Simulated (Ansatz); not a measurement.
Bands of a (12,0) BP nanotube, along its axis.

Method: PBE (plane waves to 420 eV, PAW; Ansatz, a program for electronic structure). Mesh 1×1×6. No spin polarisation. Periodic along z alone, with about 11 Å of vacuum beside it. A hypothetical model, rolled from the flat sheet. Symmetry and one short period hold its shape; lower forms weren't sought.

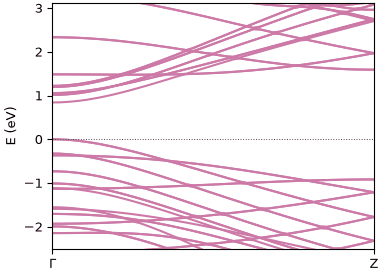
Fig. 1. Bands from the zone centre to the zone edge (period 5.57 Å); the dotted line marks the highest filled level

Problem. Is it a metal or a semiconductor at this level? Give what the bands show.

Solution. A semiconductor in PBE.
| Quantity | Value |
|---|---|
| PBE gap | 0.84 eV, direct at Γ |
